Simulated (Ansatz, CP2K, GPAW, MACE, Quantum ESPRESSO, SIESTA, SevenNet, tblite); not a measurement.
## H-capped AlP nanocrystal (rod) (34 atoms) in other programs, against a plane-wave reference

Aim: run H-capped AlP nanocrystal (rod) (34 atoms) in several programs and set results and cost side by side. A plane-wave run serves as the reference.

Program: Quantum ESPRESSO 7.5. Level of theory: Kohn-Sham DFT, PBE, SSSP efficiency 1.3.0 pseudopotentials, plane waves. Results are calculated unless marked as measured.

**1. Set-up**

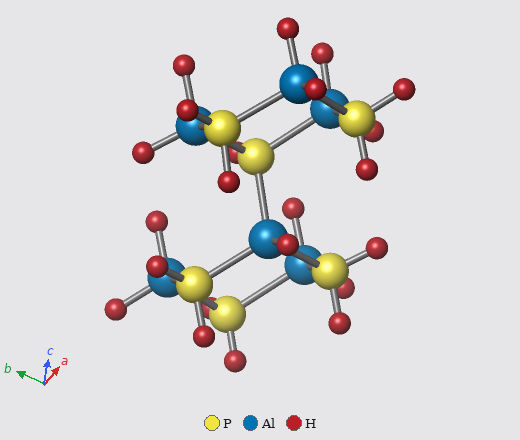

The starting structure, seen from a free direction (phosphorus yellow, aluminium blue, hydrogen red).

The cell holds 34 atoms: 6 P, 6 Al and 22 H. Its edges and angles: a = 15.829 Å, b = 15.829 Å, c = 21.292 Å, α = 90.0°, β = 90.0°, γ = 90.0°. It derives from AlP (zinc-blende). Rod of size parameter 3.1 Å cut from zinc-blende AlP (a = 5.463 Å), atoms with fewer than two neighbours dropped, broken bonds capped with H, 10 Å of vacuum. Then every atom was moved at random, 0.03 Å r.m.s. a Cartesian component (hydrogen 0.6 of that). Regions: crystal, 12 atoms (6 P and 6 Al); hydrogen, 22 atoms (22 H). Vacuum lies along a, b and c.

**2. Plane-wave reference**

Input file pw.in:

```
&control
  calculation = 'scf'
  pseudo_dir = './pseudo'
  outdir = './tmp'
  disk_io = 'none'
  tprnfor = .true.
/
&system
  ibrav = 0
  nat = 34
  ntyp = 3
  ecutwfc = 45
  ecutrho = 360
  nosym = .true.
  occupations = 'smearing'
  smearing = 'fd'
  degauss = 0.003675
/
&electrons
  conv_thr = 1.7e-07
  electron_maxstep = 100
  mixing_beta = 0.2
  mixing_mode = 'local-TF'
  diagonalization = 'david'
/
ATOMIC_SPECIES
P 30.974 P.upf
Al 26.982 Al.upf
H 1.008 H.upf
CELL_PARAMETERS angstrom
15.82930 0.00000 0.00000
0.00000 15.82930 0.00000
0.00000 0.00000 21.29230
ATOMIC_POSITIONS crystal
P 0.36786 0.54050 0.40416
P 0.36876 0.54008 0.66064
P 0.53762 0.36875 0.40645
P 0.53731 0.36872 0.65695
P 0.53641 0.53902 0.27190
Al 0.45299 0.62498 0.34123
Al 0.62790 0.45274 0.34008
Al 0.45442 0.45656 0.46751
P 0.53987 0.53898 0.52925
Al 0.45538 0.62332 0.59040
Al 0.62788 0.45598 0.59555
Al 0.45643 0.45133 0.72343
[... 18 atom lines left out ...]
H 0.68772 0.39615 0.55180
H 0.68338 0.50909 0.63828
H 0.39822 0.39740 0.76463
H 0.51261 0.51121 0.76373
K_POINTS gamma
```

Started as:

```bash
OMP_NUM_THREADS=1 mpirun -np 4 pw.x -in pw.in > output.txt
```

Numbers of over 12 decimals in the logs are rounded to 6 here.

What it wrote:

```text
Program PWSCF
     gamma-point specific algorithms are used
     Parallelization info
     sticks:   dense  smooth     PW     G-vecs:    dense   smooth      PW
     Min        6406    3199    798              1038269   367069   45874
     Max        6408    3202    800              1038288   367082   45880
     Sum       25629   12801   3197              4153119  1468299  183513
     bravais-lattice index     =            0
     lattice parameter (alat)  =      29.9130  a.u.
     unit-cell volume          =   36003.3239 (a.u.)^3
     number of atoms/cell      =           34
     number of atomic types    =            3
     number of electrons       =        70.00
     number of Kohn-Sham states=           42
     kinetic-energy cutoff     =      45.0000  Ry
[... lines left out ...]
     scf convergence threshold =      1.7E-07
[... lines left out ...]
     number of k points=     1  Fermi-Dirac smearing, width (Ry)=  0.0037
[... lines left out ...]
     total energy              =    -347.33958021 Ry
[... lines left out ...]
     total energy              =    -346.68833865 Ry
[... lines left out ...]
     total energy              =    -346.89336114 Ry
[... lines left out ...]
     total energy              =    -346.85952077 Ry
[... lines left out ...]
     total energy              =    -346.85952180 Ry
     estimated scf accuracy    <       0.00000039 Ry
     iteration # 26     ecut=    45.00 Ry     beta= 0.20
     negative rho (up, down):  3.928E-04 0.000E+00
     End of self-consistent calculation
          k = 0.0000 0.0000 0.0000 ( 91757 PWs)   bands (ev):
   -16.9015 -16.5661 -16.4840 -16.1308 -15.8585 -15.4426 -11.0572 -10.9370
   -10.8076 -10.6928 -10.4942 -10.3156 -10.2663 -10.1256  -9.9554  -9.8014
    -9.5975  -8.7194  -8.6698  -8.2617  -7.8926  -7.7414  -7.5020  -7.2878
    -7.0213  -6.7514  -6.6651  -6.6060  -6.3532  -6.3345  -6.2022  -5.9119
    -5.7966  -5.6537  -5.4909  -2.4124  -1.7163  -1.5907  -1.3982  -1.1942
    -1.0777  -0.8604
     the Fermi energy is    -4.0882 ev
!    total energy              =    -346.85952202 Ry
     estimated scf accuracy    <       0.00000015 Ry
     smearing contrib. (-TS)   =      -0.00000000 Ry
     internal energy E=F+TS    =    -346.85952202 Ry
     The total energy is F=E-TS. E is the sum of the following terms:
     one-electron contribution =    -565.56337815 Ry
     hartree contribution      =     288.52123631 Ry
     xc contribution           =     -56.72268409 Ry
     ewald contribution        =     195.10722029 Ry
     one-center paw contrib.   =    -208.20191639 Ry
     convergence has been achieved in  26 iterations
     negative rho (up, down):  3.928E-04 0.000E+00
     Forces acting on atoms (cartesian axes, Ry/au):
     atom    1 type  1   force =    -0.00205707   -0.01835683   -0.01529742
     atom    2 type  1   force =     0.05492639   -0.07971384   -0.10041056
     atom    3 type  1   force =     0.00115636    0.01048610   -0.05131544
[...]
atom   33 type  3   force =    -0.02608146   -0.02870131    0.01775324
     atom   34 type  3   force =     0.02095976    0.01668885    0.00244226
     Total force =     0.335312     Total SCF correction =     0.000393
     Message from routine punch:
     Nothing written, as per user request (disk_io='none')
```

Run time: 4.9 min. Hardware: 4 MPI ranks of Arm Neoverse V2, shared host; peak memory 7.7 GiB.

Banners, paths, timers and routine set-up lines are dropped from the logs unmarked, and long logs keep their key lines alone; longer cuts are marked.

Numbers from this run:

| Item | Value |
| --- | --- |
| r.m.s. force component | 0.8536 eV/Å |
| longest force | 3.87 eV/Å |
| gap (highest filled to lowest empty level) | 3.079 eV |

**3. Structure statistics**

Normalised to the volume that the atoms fill. g(r), total and by pair (bins of 0.2 Å):

```csv
r (Å),total,H-H,H-Al,H-P,Al-Al,Al-P,P-P
1.30,0.95,0.00,0.00,4.19,0.00,0.00,0.00
1.50,3.89,0.00,7.30,9.75,0.00,0.00,0.00
1.70,0.85,0.00,3.75,0.00,0.00,0.00,0.00
1.90,0.00,0.00,0.00,0.00,0.00,0.00,0.00
2.10,0.00,0.00,0.00,0.00,0.00,0.00,0.00
2.30,1.49,1.29,0.00,0.00,0.00,15.26,0.00
2.50,0.82,1.03,0.00,0.00,0.00,6.20,0.00
2.70,0.00,0.00,0.00,0.00,0.00,0.00,0.00
2.90,0.00,0.00,0.00,0.00,0.00,0.00,0.00
3.10,1.77,0.89,5.62,0.50,0.00,0.00,0.00
3.30,1.18,0.00,0.24,4.95,0.00,0.00,0.00
3.50,0.22,0.54,0.00,0.00,0.00,0.00,0.00
3.70,1.27,2.75,0.00,0.00,2.62,0.00,1.29
3.90,1.22,0.74,0.81,0.98,7.40,0.00,8.70
4.10,1.01,0.32,1.75,2.08,0.00,0.00,0.00
4.30,0.25,0.36,0.42,0.00,0.00,0.00,0.00
4.50,0.51,0.41,0.00,0.00,0.00,5.46,0.00
4.70,0.26,0.12,0.57,0.34,0.00,0.00,0.00
4.90,0.17,0.00,0.41,0.32,0.00,0.00,0.00
5.10,0.53,0.05,0.47,1.76,0.00,0.00,0.00
5.30,0.49,0.58,0.91,0.00,0.65,0.00,0.65
5.50,0.44,0.87,0.00,0.00,1.25,0.00,1.23
5.70,0.28,0.43,0.38,0.00,0.00,0.28,0.00
5.90,0.35,0.24,0.44,0.57,0.00,0.26,0.00
6.10,0.22,0.33,0.07,0.27,0.00,0.00,0.00
6.30,0.25,0.28,0.13,0.44,0.00,0.00,0.00
6.50,0.25,0.30,0.36,0.06,0.43,0.00,0.43
6.70,0.20,0.18,0.22,0.22,0.42,0.00,0.42
```

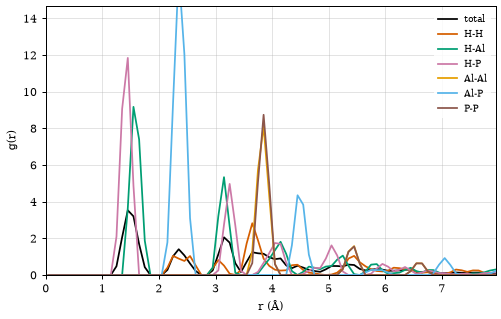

Pair distribution functions, lightly smoothed, with peaks cut at 14.

Bonds by pair of elements; cutoffs follow the first minimum of g(r), held within bounds set by covalent radii, and pairs that aren't listed don't count as bonded (cutoffs were set anew for this text, so counts can differ from the run's own analysis):

```csv
pair A-B,cutoff (Å),bonds,mean length (Å),spread (Å),shortest (Å),B about A,A about B
H-Al,2.08,11,1.59,0.047,1.52,0.5,1.83
H-P,1.73,11,1.42,0.054,1.30,0.5,1.83
Al-P,2.88,13,2.36,0.052,2.29,2.17,2.17
```

How many atoms have how many bonded neighbours:

```csv
element,mean,1,4
Al,4,0,6
H,1,22,0
P,4,0,6
```

**4. What was run beside it**

The programs:
- CP2K 2026.2: Gaussian basis with GTH pseudopotentials and a plane-wave density; labels give functional, basis (MOLOPT sets; SR short-range, UZH the newer set with its own potentials), grid cutoff/relative cutoff and solver (OT: orbital transformation; TRS4, TC2, SIGN: linear-scaling purification with its sparsity filter), or its built-in tight binding.
- GPAW 26.7.0: PAW with atomic orbitals (LCAO), plane waves or a real-space grid of spacing h.
- MACE: machine-learned potential, published weights.
- Quantum ESPRESSO 7.5: plane waves; labels (QE) give functional, pseudopotential set and cutoffs of waves/density.
- SIESTA 5.4.2: numerical atomic orbitals, whose automatically made sets are far from complete, with PseudoDojo norm-conserving potentials that we converted to its format (checked against plane waves on the same files for H, C, O, Si, Ge and Ca alone); labels give functional, basis size, energy shift and mesh cutoff.
- SevenNet: machine-learned potential, published weights.
- tblite 0.8.0: extended tight binding, driven from Python.

All use the same cell and atoms; the electronic-structure runs use the same k-mesh, and an electronic temperature of 580 K (0.05 eV) where levels are smeared.

Differences are against the plane-wave reference, forces as r.m.s. over components; share is that over the reference's r.m.s. force, slope the least-squares factor from reference forces to these. Total energies of different programs have different zeros and aren't compared.

```csv
run,"Δ force, r.m.s. (meV/Å)",share (%),slope,Δ gap (eV),cores,CPU time,memory (GiB)
reference,-,-,-,-,4,20 min,7.7
"CP2K GFN1-xTB, diagonalisation",367,43.0,0.784,-,1,1.8 s,0.24
"CP2K PBE, DZVP-UZH, 157/50 Ry, diagonalisation (coarse)",381,44.6,0.976,0.163,1,76 s,1.6
"CP2K PBE, DZVP-UZH, 315/50 Ry, diagonalisation (coarse)",46.8,5.48,1.008,0.163,1,3.8 min,4.9
"GPAW PBE, LCAO dzp, h 0.2 Å",138,16.2,1.067,0.226,1,33 s,1.8
"GPAW PBE, LCAO dzp, h 0.2 Å, other mixer settings",139,16.2,1.067,0.226,1,42 s,1.4
"GPAW PBE, LCAO sz(dzp), h 0.2 Å (coarse)",1265,148,1.491,0.881,1,24 s,1.7
"GPAW PBE, LCAO szp(dzp), h 0.2 Å (coarse)",654,76.7,1.244,0.168,1,31 s,1.8
MACE MP-0b2 small potential,340,39.9,0.858,-,1,5.8 s,0.65
"QE PBE, sg15-1.2, 80/320 Ry",19.0,2.22,0.986,0.0337,4,26 min,3.4
"QE PBE, sssp-1.3.0-efficiency, 45/360 Ry, cg",0.327,0.0383,1.000,-7.0e-4,4,29 min,7.8
"SIESTA PBE, DZP, shift 0.005 Ry, mesh 300 Ry",193,22.6,1.097,0.0787,1,86 s,1.3
"SIESTA PBE, DZP, shift 0.01 Ry, mesh 150 Ry (coarse)",167,19.6,1.088,0.106,1,22 s,0.48
"SIESTA PBE, DZP, shift 0.01 Ry, mesh 300 Ry",167,19.6,1.089,0.106,1,70 s,1.2
"SIESTA PBE, SZ, shift 0.01 Ry, mesh 300 Ry (coarse)",1329,156,1.541,1.37,1,43 s,1.0
"SIESTA PBE, TZP, shift 0.01 Ry, mesh 300 Ry",152,17.8,1.080,0.0978,1,81 s,1.3
SevenNet 0 potential,231,27.1,0.921,-,1,6.1 s,0.54
SevenNet l3i5 potential,312,36.6,0.827,-,1,6.9 s,0.63
tblite GFN1-xTB,366,42.8,0.785,-,1,0.61 s,0.24
tblite GFN2-xTB,361,42.3,0.805,-,1,0.69 s,0.24
```

Rows marked coarse were listed beforehand as settings not expected to be converged; some can still land near the reference.

Times of the machine-learned potentials are mostly Python's start and the loading of weights.

CPU time is summed over cores on a shared host, where runs went side by side, so it is rough. Symmetry, cutoffs, thresholds, outputs and thread counts weren't matched or tuned between programs; memory under MPI is the largest rank's times the ranks.

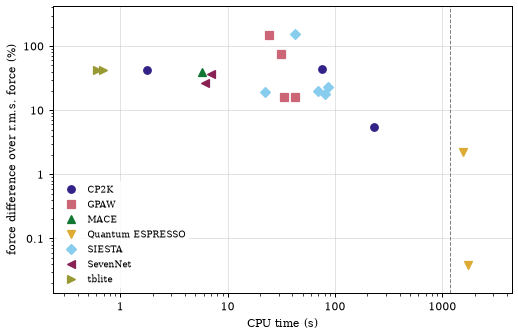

Force difference against CPU time; the dashed line marks the reference's time.

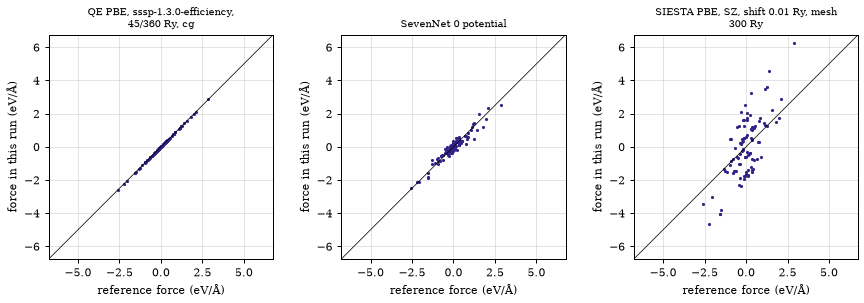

Force components against those of the reference; the line marks equality.

Runs without a result: CP2K PBE, DZVP-UZH, 450/50 Ry, diagonalisation (ended with an error); CP2K PBE, TZVP-UZH, 450/50 Ry, diagonalisation (ended with an error); CP2K PBE, SZV-MOLOPT-SR, 450/50 Ry, diagonalisation (ended with an error); CP2K PBE, DZVP-MOLOPT (SR for Al), 450/50 Ry, diagonalisation (ended with an error); CP2K PBE, DZVP-UZH, 450/70 Ry, diagonalisation (ended with an error); CP2K PBE+D4, DZVP-UZH, 450/50 Ry, diagonalisation (ended with an error); CP2K revPBE, PBE potentials, DZVP-UZH, 450/50 Ry, diagonalisation (cut off at its time limit of 4.6 min); CP2K PBEsol, PBE potentials, DZVP-UZH, 450/50 Ry, diagonalisation (ended with an error).

Mean charges by element (e), by run and scheme:

```csv
run,scheme,P,Al,H
"CP2K GFN1-xTB, diagonalisation",Mulliken,-0.07,+0.25,-0.05
"CP2K PBE, DZVP-UZH, 315/50 Ry, diagonalisation",Mulliken,-0.16,+0.38,-0.06
"SIESTA PBE, DZP, shift 0.005 Ry, mesh 300 Ry",Hirshfeld,+0.08,+0.19,-0.07
"SIESTA PBE, DZP, shift 0.01 Ry, mesh 300 Ry",Hirshfeld,+0.10,+0.17,-0.07
"SIESTA PBE, TZP, shift 0.01 Ry, mesh 300 Ry",Hirshfeld,+0.09,+0.17,-0.07
tblite GFN1-xTB,Mulliken,-0.06,+0.24,-0.05
tblite GFN2-xTB,Mulliken,-0.12,+0.35,-0.06
```

Within one program, basis, potentials and functional, energies share a zero. Each run against its twin at the usual cutoff or grid and solver:

```csv
run,twin,Δ energy (meV/atom),"Δ force, r.m.s. (meV/Å)",CPU time over the twin's
"GPAW PBE, LCAO dzp, h 0.2 Å, other mixer settings","LCAO dzp, h 0.2 Å",0,0.92,1.3
"QE PBE, sssp-1.3.0-efficiency, 45/360 Ry, cg","sssp-1.3.0-efficiency, 45/360 Ry",0,0.327,1.5
"SIESTA PBE, DZP, shift 0.01 Ry, mesh 150 Ry","DZP, shift 0.01 Ry, mesh 300 Ry",0.0449,3.31,0.32
```

**5. Results**

```
reference r.m.s. force component                       : 0.854 eV/Å
nearest in forces                                      : QE PBE, sssp-1.3.0-efficiency, 45/360 Ry, cg, 0.038 %
farthest in forces                                     : SIESTA PBE, SZ, shift 0.01 Ry, mesh 300 Ry (coarse), 156 %
cheapest electronic-structure run beside the reference : tblite GFN1-xTB, 0.61 s of CPU time
```

**Reading.** PBE on plane waves or a grid with other potentials, cutoffs or grids, coarse settings apart, differs from the reference by 2.2 % (QE PBE, sg15-1.2, 80/320 Ry) of the r.m.s. force; this holds the reference's own error, so differences of a few per cent don't tell which side is nearer the exact PBE result. With the reference's own potentials and cutoffs, another solver or threshold moves forces by 0.038 % (QE PBE, sssp-1.3.0-efficiency, 45/360 Ry, cg). The PBE runs in local orbitals, coarse settings apart, differ by 16 % (GPAW PBE, LCAO dzp, h 0.2 Å) to 23 % (SIESTA PBE, DZP, shift 0.005 Ry, mesh 300 Ry); basis, grid and potentials can all enter. Tight binding differs by 42 % (tblite GFN2-xTB) to 43 % (CP2K GFN1-xTB, diagonalisation); it is another model, with fitted parameters of its own, and the xTB methods hold dispersion. Machine-learned potentials differ by 27 % (SevenNet 0 potential) to 40 % (MACE MP-0b2 small potential); they were trained on other programs' data. Among those trained on PBE data the slope goes as low as 0.83: softened forces are a known trait of such potentials far from the near-equilibrium structures that fill their training sets. CP2K GFN1-xTB, diagonalisation needed 78 SCF steps, so its time overstates the method's usual cost. Runs with settings chosen to be coarse differ by 5.5 % (CP2K PBE, DZVP-UZH, 315/50 Ry, diagonalisation) to 156 % (SIESTA PBE, SZ, shift 0.01 Ry, mesh 300 Ry), their programs' other errors included. Of the electronic-structure runs that take under half the reference's CPU time, CP2K PBE, DZVP-UZH, 315/50 Ry, diagonalisation comes nearest, at 5.5 % in 3.8 min against 20 min. At the same functional, gaps differ from the reference's 3.08 eV by between -0.00 and +1.37 eV. A likely cause of the wide gaps: compact atomic orbitals describe empty levels worse than filled ones. Charges hang on model, scheme and program or settings: among these rows the mean for P runs from -0.16 to +0.10 e, even in sign. In the reference: filled and empty levels are parted by 3.08 eV (on the run's k-points); a semilocal functional tends to put such gaps too low. In the reference: first main peaks of g(r), for some of the pairs, lie near 1.58 Å (H-Al), 1.41 Å (H-P), 3.84 Å (Al-Al), 2.36 Å (Al-P) and 3.84 Å (P-P). Periodic xTB results under one method name differ between programs and library versions. The potentials hold different valence shells: 70 electrons in the reference, 118 in Quantum ESPRESSO with SG15; this bears on time and differences. Caps of real hydrogen don't mimic the fractional bonds of a polar compound, so surface states and strained caps may belong to the model.

[Also dropped from logs without a mark: logging warnings of Python, and SIESTA's first energy breakdown and zero terms.]

[Logs are printed without paths, hosts, clocks, repeated set-up lines and the standing remarks that a program may print on its own settings, such as how far it seeks lower states.]

[Hosts, paths, dates, database ids (printed as entryN), source tags and the programs' standing remarks are cut or masked in the printed files.]
